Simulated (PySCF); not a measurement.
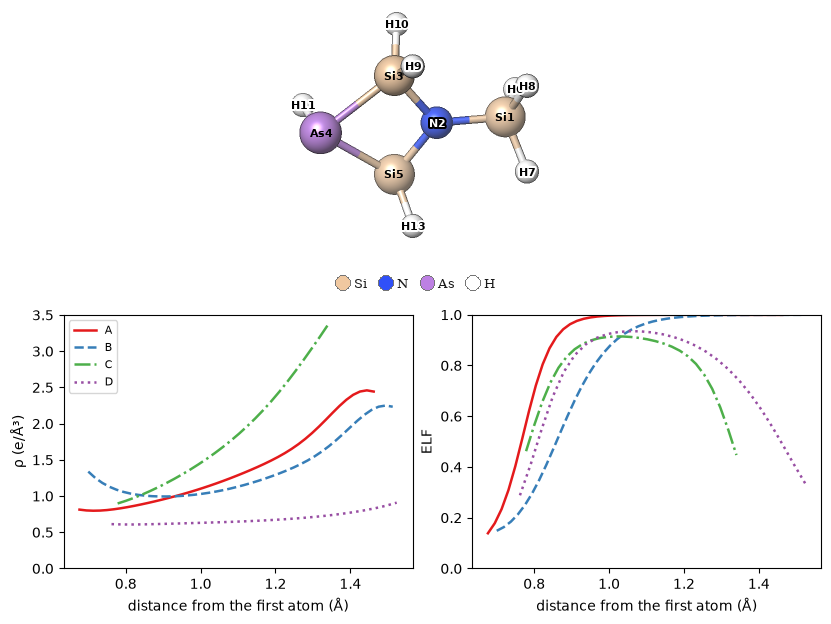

Figure 1: AsH$_{8}$NSi$_{3}$ (SMILES [SiH3]N1[SiH2][AsH][SiH2]1). Total electron density and ELF along straight lines between neighbouring atoms. The curves leave out the atomic cores. The structure is drawn too.

Geometry: GFN2-xTB.

Method: CAM-B3LYP/def2-SVPD, SCF density, gas phase in PySCF.

| atom | x (Å) | y (Å) | z (Å) |
| --- | --- | --- | --- |
| Si | -1.8071 | -0.1561 | -0.7762 |
| N | -0.2808 | 0.0156 | 0.0186 |
| Si | 0.6367 | -1.2405 | 0.8282 |
| As | 2.3055 | 0.3117 | 1.3782 |
| Si | 0.7316 | 1.4464 | 0.0626 |
| H | -1.5979 | -0.5635 | -2.1705 |
| H | -2.4667 | 1.1477 | -0.7146 |
| H | -2.5517 | -1.1830 | -0.0484 |
| H | -0.1624 | -1.7904 | 1.9330 |
| H | 0.9403 | -2.3302 | -0.1113 |
| H | 3.1655 | -0.0581 | 0.1894 |
| H | 1.0907 | 1.8534 | -1.3039 |
| H | -0.0081 | 2.5474 | 0.6970 |

Which curve belongs to which contact (As–H, Si–As, Si–H and Si–N)? The first atom named is at distance zero.

Curve A: Si–H (1.46 Å): ρ at the midpoint is about 0.8 e/Å³; the ELF climbs to about 1 towards the hydrogen, as it does in any bond to H. Curve B: As–H (1.51 Å): the density is about 1.1 e/Å³ at the midpoint; the ELF climbs to about 1 towards the hydrogen. Curve C: Si–N (1.73 Å): ρ is about 1.1 e/Å³ halfway; the ELF peaks at about 0.90 between the atoms; a polar covalent bond. Curve D: Si–As (2.34 Å): the density is about 0.66 e/Å³ at the midpoint; the ELF peaks at about 0.95 between the atoms: a shared electron pair.
